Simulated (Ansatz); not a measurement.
# AlN2H5: basis-set convergence

Aim: see how fast density functionals converge with the basis set for AlN2H5.

The runs use Ansatz 0.2.0, Gaussian basis; one geometry, several basis sets.

Levels to be run: PBE0-D4/def2-SVP; ωB97M-V/def2-SVP; PBE0-D4/def2-QZVPP; ωB97M-V/def2-QZVPP; the functionals' def2-TZVPP values are taken from earlier runs.

**1. Structure used throughout**

An earlier PBE0-D4 in a triple-zeta def2 set relaxation fixed the geometry.

SMILES `[NH2][AlH][NH2]`, 8 atoms, charge 0, spin multiplicity 1.

Atoms are counted from 1 here; the program's logs count them from 0.

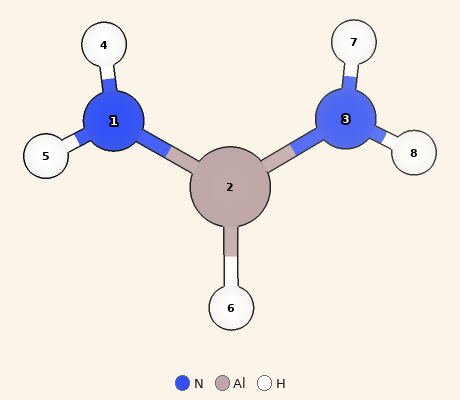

The structure; nitrogen blue, aluminium light grey, hydrogen white; atoms are numbered from 1 in the order of the file.

**2. PBE0-D4 in def2-SVP**

Contents of in.yaml:

```yaml
crystal:
  periodic: [false, false, false]
  atoms:
    - {symbol: N, position_ang: [-0.978083, 0.659938, -1.012524]}
    - {symbol: Al, position_ang: [0.229882, 0.478217, 0.267202]}
    - {symbol: N, position_ang: [0.796370, -1.129266, 0.741535]}
    - {symbol: H, position_ang: [-1.410399, -0.082332, -1.536937]}
    - {symbol: H, position_ang: [-1.332359, 1.550977, -1.318874]}
    - {symbol: H, position_ang: [0.806206, 1.759161, 0.990809]}
    - {symbol: H, position_ang: [0.499508, -2.007767, 0.350407]}
    - {symbol: H, position_ang: [1.480975, -1.286029, 1.462682]}
basis:
  gaussian: {orbitals: def2-SVP}
hamiltonian: {xc: pbe0, dispersion: d4}
output: {orbitals: {seedname: orbitals}}
```

Run with:

```sh
> ansatz run in.yaml --threads 4 --pin off --events-out ev --progress --plain --max-ram 10444MiB
```

Standard output:

```text
Functional definition: PBE0
  name "PBE0"
  cite "Adamo & Barone, J. Chem. Phys. 110, 6158 (1999) doi:10.1063/1.478522"
  cite "Perdew, Burke & Ernzerhof, Phys. Rev. Lett. 77, 3865 (1996) doi:10.1103/PhysRevLett.77.3865"
  parent pbe
  parameter a = 0.25
  parameter kappa = 0.804
  parameter beta = 0.06672455060314922
  exchange = (1 - a)*pbe_x(kappa = kappa, mu = beta*pi^2/3) + a*exact_x
  correlation = pbe_c(beta = beta)
860 factors; their error is unknown
mean field evaluation 1: about -9638.0318 eV, gradient 7.4e1 eV
mean field evaluation 2: about -9624.7889 eV, gradient 1.0e2 eV
mean field evaluation 4: about -9648.9955 eV, gradient 1.1e0 eV
mean field evaluation 8: about -9649.0942 eV, gradient 1.8e-1 eV
mean field -9649.09429885 eV, -354.5976750918 hartree, gradient 2.4e-5 eV, S^2 0.000000; 0 other end points of the search recorded, 0 dependent functions left out
reference -9649.09432687 eV, -354.5976761215 hartree; 16, 16 occupied and 55, 55 virtual orbitals, 860 factors
Total energy: -9649.18447585 eV, -354.6009890354 hartree
```

It took 0.5 s on 4 threads of Intel Xeon Platinum 8259CL at 2.50GHz, shared host.

**3. ωB97M-V in def2-SVP**

in.yaml, as its differences from that of step 2:

```diff
@@ -13,3 +13,3 @@
   gaussian: {orbitals: def2-SVP}
-hamiltonian: {xc: pbe0, dispersion: d4}
+hamiltonian: {xc: {name: wB97M-V}}
 output: {orbitals: {seedname: orbitals}}
```

The command is unchanged.

Standard output, cut to the lines that bear on the results:

```text
Functional definition: wB97M-V
  name "wB97M-V"
  cite "Mardirossian & Head-Gordon, J. Chem. Phys. 144, 214110 (2016) doi:10.1063/1.4952647"
  cite "Becke, J. Chem. Phys. 107, 8554 (1997) doi:10.1063/1.475007"
  cite "Vydrov & Van Voorhis, J. Chem. Phys. 133, 244103 (2010) doi:10.1063/1.3521275"
  # Of w^i u^j: cxij and so on, Table III.
[...]
  gx(w, u) = 1 - cx + cx01*u + cx10*w
  gss(w, u) = css00 + css04*u^4 + css10*w + css20*w^2 + css43*w^4*u^3
  gos(w, u) = cos00 + cos10*w + (cos20 + cos21*u)*w^2 + (cos60 + cos61*u)*w^6
[...]
      + integral(e_c_pw_mod_opposite_spin*gos(b97_w_opposite, b97_u_opposite)) + vv10(b, c)
841 factors; their error is unknown
226 factors; integrals over basis functions are off by at most 9.9e-6 eV
[...]
mean field -9653.90259387 eV, -354.7743766747 hartree, gradient 4.3e-5 eV, S^2 0.000000; 0 other end points of the search recorded, 0 dependent functions left out
reference -9653.90263726 eV, -354.7743782692 hartree; 16, 16 occupied and 55, 55 virtual orbitals, 841 factors
Total energy: -9653.90263726 eV, -354.7743782692 hartree
```

Wall time 1.6 s (4 threads of Intel Xeon Platinum 8259CL at 2.50GHz, shared host).

**4. PBE0-D4 in def2-QZVPP**

in.yaml, as its differences from that of step 3:

```diff
@@ -12,4 +12,4 @@
 basis:
-  gaussian: {orbitals: def2-SVP}
-hamiltonian: {xc: {name: wB97M-V}}
+  gaussian: {orbitals: "def2-QZVPP.json"}
+hamiltonian: {xc: pbe0, dispersion: d4}
 output: {orbitals: {seedname: orbitals}}
```

The command is unchanged.

Standard output:

```text
Functional definition: PBE0
  name "PBE0"
  cite "Adamo & Barone, J. Chem. Phys. 110, 6158 (1999) doi:10.1063/1.478522"
  cite "Perdew, Burke & Ernzerhof, Phys. Rev. Lett. 77, 3865 (1996) doi:10.1103/PhysRevLett.77.3865"
  parent pbe
  parameter a = 0.25
  parameter kappa = 0.804
  parameter beta = 0.06672455060314922
  exchange = (1 - a)*pbe_x(kappa = kappa, mu = beta*pi^2/3) + a*exact_x
  correlation = pbe_c(beta = beta)
1073 factors; their error is unknown
mean field evaluation 1: about -9641.0516 eV, gradient 8.9e1 eV
mean field evaluation 2: about -9617.7560 eV, gradient 1.3e2 eV
mean field evaluation 4: about -9655.7017 eV, gradient 1.7e0 eV
mean field evaluation 8: about -9655.7142 eV, gradient 1.2e-2 eV
mean field -9655.71415094 eV, -354.8409501690 hartree, gradient 6.6e-5 eV, S^2 0.000000; 0 other end points of the search recorded, 0 dependent functions left out
reference -9655.71418905 eV, -354.8409515695 hartree; 16, 16 occupied and 318, 318 virtual orbitals, 1073 factors
Total energy: -9655.80433803 eV, -354.8442644834 hartree
```

Wall time 2.5 s (4 threads of Intel Xeon Platinum 8259CL at 2.50GHz, shared host); peak memory 0.71 GiB.

**5. ωB97M-V in def2-QZVPP**

in.yaml, as its differences from that of step 4:

```diff
@@ -13,3 +13,3 @@
   gaussian: {orbitals: "def2-QZVPP.json"}
-hamiltonian: {xc: pbe0, dispersion: d4}
+hamiltonian: {xc: {name: wB97M-V}}
 output: {orbitals: {seedname: orbitals}}
```

Same command.

Standard output, cut to the lines that bear on the results:

```text
Functional definition: wB97M-V
  name "wB97M-V"
  cite "Mardirossian & Head-Gordon, J. Chem. Phys. 144, 214110 (2016) doi:10.1063/1.4952647"
  cite "Becke, J. Chem. Phys. 107, 8554 (1997) doi:10.1063/1.475007"
  cite "Vydrov & Van Voorhis, J. Chem. Phys. 133, 244103 (2010) doi:10.1063/1.3521275"
  # Of w^i u^j: cxij and so on, Table III.
[...]
  gx(w, u) = 1 - cx + cx01*u + cx10*w
  gss(w, u) = css00 + css04*u^4 + css10*w + css20*w^2 + css43*w^4*u^3
  gos(w, u) = cos00 + cos10*w + (cos20 + cos21*u)*w^2 + (cos60 + cos61*u)*w^6
[...]
      + integral(e_c_pw_mod_opposite_spin*gos(b97_w_opposite, b97_u_opposite)) + vv10(b, c)
1030 factors; their error is unknown
298 factors; integrals over basis functions are off by at most 1.4e-5 eV
[...]
mean field -9660.65187022 eV, -355.0224080056 hartree, gradient 1.6e-5 eV, S^2 0.000000; 0 other end points of the search recorded, 0 dependent functions left out
reference -9660.65193222 eV, -355.0224102841 hartree; 16, 16 occupied and 318, 318 virtual orbitals, 1030 factors
Total energy: -9660.65193222 eV, -355.0224102841 hartree
```

Wall time 6 s (4 threads of Intel Xeon Platinum 8259CL at 2.50GHz, shared host); peak memory 0.89 GiB.

**6. Density functionals: the series**

The def2-TZVPP values come from earlier runs at the same geometry.

```
functional       basis  functions  energy (eV)  from the largest (eV)  HOMO (eV)  LUMO (eV)
   PBE0-D4    def2-SVP         71   -9649.1845                  6.620      -6.62       0.85
   PBE0-D4  def2-TZVPP        174   -9655.3774                  0.427      -6.93       0.48
   PBE0-D4  def2-QZVPP        334   -9655.8043                  0.000      -7.00       0.19
   ωB97M-V    def2-SVP         71   -9653.9026                  6.749      -8.98       2.48
   ωB97M-V  def2-TZVPP        174   -9660.2407                  0.411      -9.31       1.93
   ωB97M-V  def2-QZVPP        334   -9660.6519                  0.000      -9.38       1.40
```

**7. Outcome**

| quantity | value |
| --- | --- |
| PBE0-D4: double and triple zeta above quadruple | 6.62, 0.43 eV |
| ωB97M-V: double and triple zeta above quadruple | 6.75, 0.41 eV |

What this shows: For PBE0-D4 the step from double to triple zeta gains 6.19 eV and the next only 0.43 eV. These are total energies; as a rule much of such shifts cancels in differences, which this series doesn't test. The LUMO of ωB97M-V is positive and keeps falling with the basis (2.48 to 1.40 eV): an unbound level that the basis holds in place.

For PBE0-D4 the largest set took about 5 times as long as the smallest (2.5 s against 0.5 s).
